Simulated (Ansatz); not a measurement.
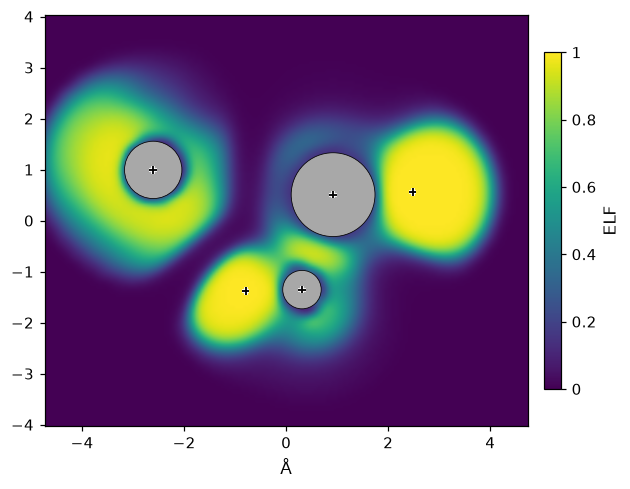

The ELF on a plane through atoms (crosses mark nuclei in the plane; grey discs cover the cores).

The calculation used Ansatz, RKS PBE-D4/def2-SVP.

Candidates:
A. CH₇AlBNO
B. CH₆GeO···H₂S

Question: Which system is this?

Answer: Candidate B: CH₆GeO···H₂S on the plane of atoms Ge1, C5 and H11, which holds Ge, S, H and C. C–Ge (1.96 Å): the ELF peaks at about 0.90 in the valence shell of C, 0.7 Å from its nucleus, and is about 0.70 at the midpoint.
